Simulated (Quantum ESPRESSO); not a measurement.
## Converging the k-point mesh at a smearing width of 0.05 eV: Sr (Fm-3m, 1 atom in the cell)

```yaml
crystal:
  lattice:
    - [0.00000, 3.03088, 3.03088]
    - [3.03088, 0.00000, 3.03088]
    - [3.03088, 3.03088, 0.00000]
  atoms:
    - { symbol: Sr, position: [0.00000, 0.00000, 0.00000] }
```

Computed with PBE, PSlibrary ultrasoft (PBE) pseudopotentials (plane waves; Quantum ESPRESSO 7.5).

Base settings: ecutwfc = 45 Ry; ecutrho = 315 Ry; occupations = smearing; smearing = fd; degauss = 0.0073499 Ry; potentials = {Sr: Sr.pbe-spn-rrkjus_psl.1.0.0.UPF}; K_POINTS = automatic 9 9 9 0 0 0; conv_thr = 1e-09 Ry; mixing_beta = 0.7.

In this ladder: degauss = 0.0036749 Ry.

The second cell is the first with its lattice scaled by 0.98.

Only quantities that move along the ladder and can be compared are tabulated.

The count of work is k-points × plane waves × bands × iterations; it is no time. 

The starting cell has typed, rounded lattice constants, without a prior relaxation at this level. Its lattice was rescaled by up to half a per cent.

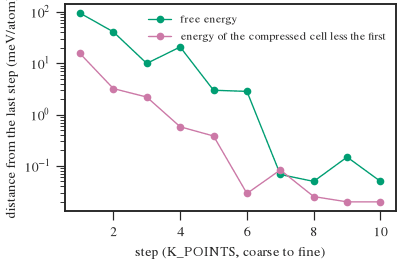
*Distance from the last step along the ladder; very small values are drawn at a floor.*

| K_POINTS | free energy less the last step's (meV/atom) | energy of the compressed cell less the first (meV/atom) | pressure (GPa) | count of work / last |
|---|---|---|---|---|
| automatic 3 3 3 0 0 0 | 94.50 | 19.11 | 0.45 | 0.012 |
| automatic 4 4 4 0 0 0 | -40.70 | 6.88 | 0.01 | 0.029 |
| automatic 5 5 5 0 0 0 | -9.90 | 1.48 | -0.31 | 0.037 |
| automatic 6 6 6 0 0 0 | 20.69 | 4.25 | -0.18 | 0.049 |
| automatic 7 7 7 0 0 0 | -2.97 | 4.06 | -0.16 | 0.073 |
| automatic 9 9 9 0 0 0 | 2.83 | 3.64 | -0.20 | 0.11 |
| automatic 10 10 10 0 0 0 | 0.07 | 3.76 | -0.19 | 0.14 |
| automatic 13 13 13 0 0 0 | 0.03 | 3.70 | -0.19 | 0.31 |
| automatic 15 15 15 0 0 0 | 0.15 | 3.68 | -0.19 | 0.44 |
| automatic 18 18 18 0 0 0 | 0.00 | 3.69 | -0.19 | 0.59 |
| automatic 22 22 22 0 0 0 | 0.00 | 3.67 | -0.19 | 1.0 |

Coarsest K_POINTS that holds the energy of the compressed cell less the first within 0.2 meV/atom of the last step, with all finer ones: automatic 9 9 9 0 0 0, at 0.11 of the last step's count of work; the step before is off by 0.38 meV/atom.

Coarsest K_POINTS that holds the free energy within 5 meV/atom of the last step, with all finer ones: automatic 7 7 7 0 0 0, at 0.073 of the last step's count of work; the step before is off by 21 meV/atom.

Coarsest K_POINTS that holds the pressure within 0.05 GPa of the last step, with all finer ones: automatic 6 6 6 0 0 0, at 0.049 of the last step's count of work; the step before is off by 0.12 GPa.

The energy difference between the two cells stays within 1 meV/atom of the last step's from automatic 6 6 6 0 0 0 on, the total only from automatic 10 10 10 0 0 0 on: much of the error is common to both cells and cancels.
